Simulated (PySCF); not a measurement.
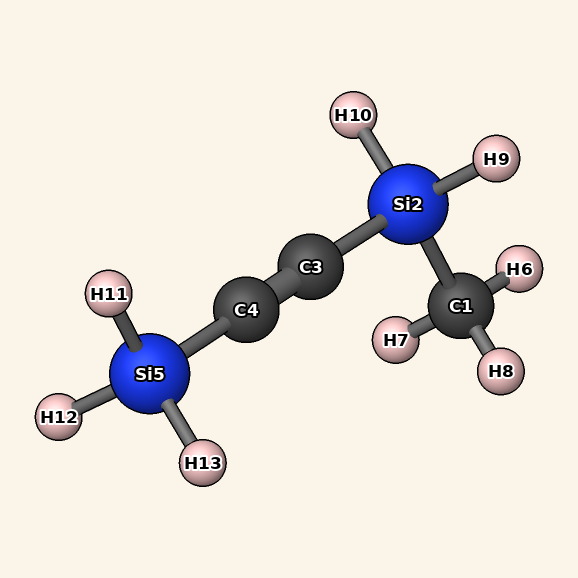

The thickness of each stick grows with its Mayer bond order. Computed geometry: PBE0-D3(BJ)/def2-SVP optimisation. No frequency run is at hand to confirm it as a minimum. Computed with PBE0/IGLO-III (PySCF 2.14.0).

Question. Which bond has the highest Mayer bond order?

Answer. C3–C4, 2.04, at a length of 1.225 Å.

List the Mayer bond orders of C1–Si2, C1–H6, C1–H7, Si2–C3, Si2–H9, C3–C4, C4–Si5, Si5–H11, Si5–H12 (one bond of each equivalent set).

```tsv
bond	Mayer order	length (Å)
C1–Si2	0.95	1.874
C1–H6	0.97	1.101
C1–H7	0.96	1.100
Si2–C3	1.03	1.842
Si2–H9	0.91	1.494
C3–C4	2.04	1.225
C4–Si5	1.05	1.834
Si5–H11	0.92	1.492
Si5–H12	0.92	1.492
```
